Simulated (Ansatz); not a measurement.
**CH₉GaSi: density, localisation and related maps**

Input file:

```
crystal:
  periodic: [false, false, false]
  atoms:
    - {symbol: Ga, position_ang: [-1.008978, -0.769552, -0.018186]}
    - {symbol: Si, position_ang: [-0.386260, 1.773725, 0.165968]}
    - {symbol: H, position_ang: [-1.635497, -0.885200, -1.433334]}
    - {symbol: H, position_ang: [-1.505058, -1.130163, 1.407467]}
    - {symbol: H, position_ang: [0.425816, 0.067595, -0.012144]}
    - {symbol: C, position_ang: [1.090024, -1.332958, -0.162262]}
    - {symbol: H, position_ang: [-1.777002, 2.275767, 0.350259]}
    - {symbol: H, position_ang: [0.414807, 2.212179, 1.341618]}
    - {symbol: H, position_ang: [0.174482, 2.411525, -1.056352]}
    - {symbol: H, position_ang: [1.711112, -1.185001, 0.720927]}
    - {symbol: H, position_ang: [1.628052, -1.036457, -1.062765]}
    - {symbol: H, position_ang: [0.868503, -2.401458, -0.241196]}
basis:
  gaussian: {orbitals: def2-TZVPP}
hamiltonian: {xc: pbe0, dispersion: d4}
output: {orbitals: {seedname: orbitals}}
```

Run with:

```sh
ansatz run in.yaml --threads 4 --pin off --events-out ev --progress --plain --max-ram 9574MiB
```

A transition-state structure; geometry: PBE0-D4/def2-TZVP.

The calculation used RKS PBE0-D4/def2-TZVPP in Ansatz 0.2.0.

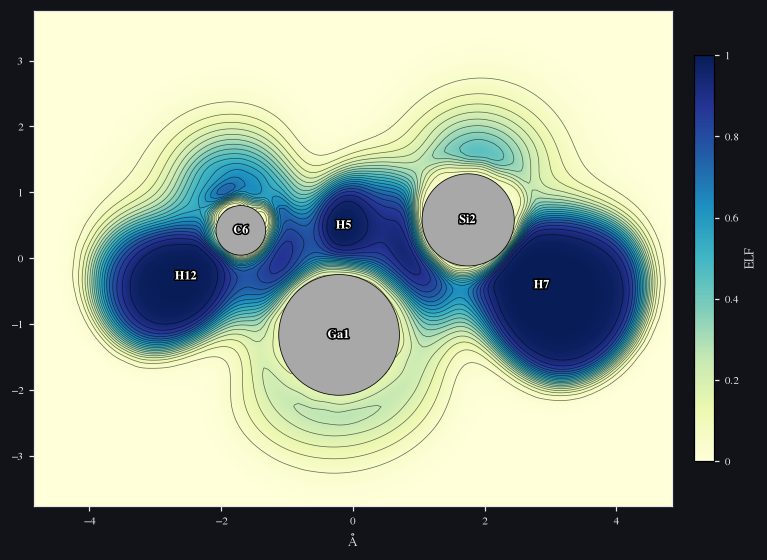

Figure 1. Electron localisation function on the plane of atoms Si2, Ga1 and C6. Grey discs cover the atomic cores.

> Interpret the plot.

The section cuts through Ga, Si, H and C sites.
C–Ga (2.18 Å): the ELF peaks at about 0.85 in the valence shell of C, 0.8 Å from its nucleus, and is about 0.50 at the midpoint.
Ga–Si (2.62 Å): the ELF peaks at about 0.90 between the atoms, as expected for a covalent bond.
C–H (1.09 Å): the ELF climbs to about 1 towards the hydrogen, as it does in any bond to H (a covalent bond by its length).
Si–H (1.49 Å): the ELF climbs to about 1 towards the hydrogen.

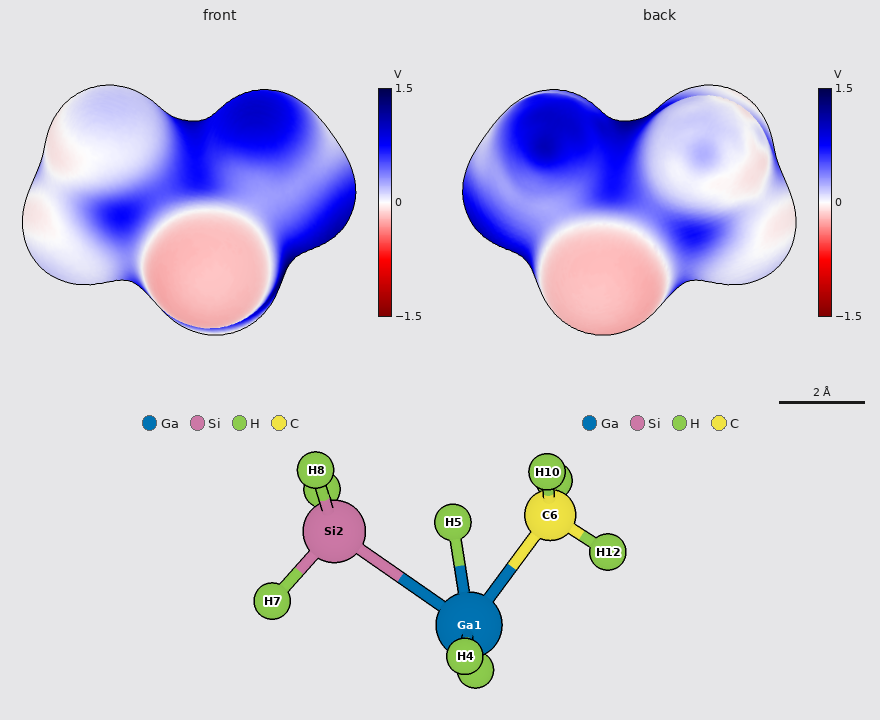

Figure 2. The molecular electrostatic potential painted on the density surface at 0.002 e/bohr³, seen from the front and from behind; the colour scale runs from red (negative) to blue (positive). The bare structure is drawn below in the same view.

> Describe the electrostatic potential map.

The most negative region (about −0.2 V) lies over H3 and H4, the most positive (about +1.3 V) over Ga1.

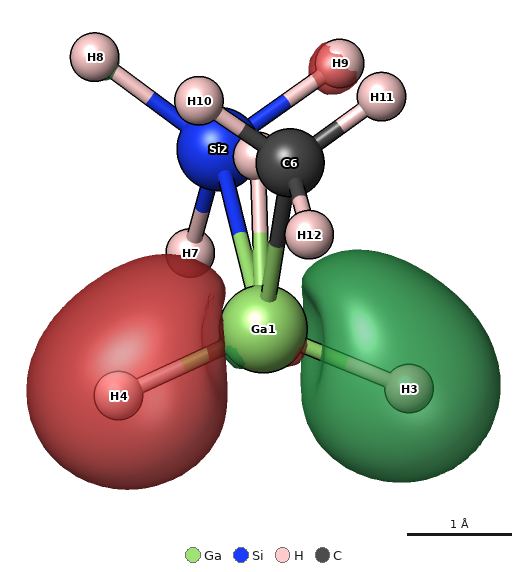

Figure 3. The HOMO−1 at ±0.15 Å⁻³ᐟ² (green and red are the two phases), seen at an oblique angle.

> Where does this orbital lie, and at what energy?

Its weight (Hirshfeld) is mainly on Ga1 (about 35 %), H4 (about 25 %) and H3 (about 25 %). Its energy is −8.72 eV.
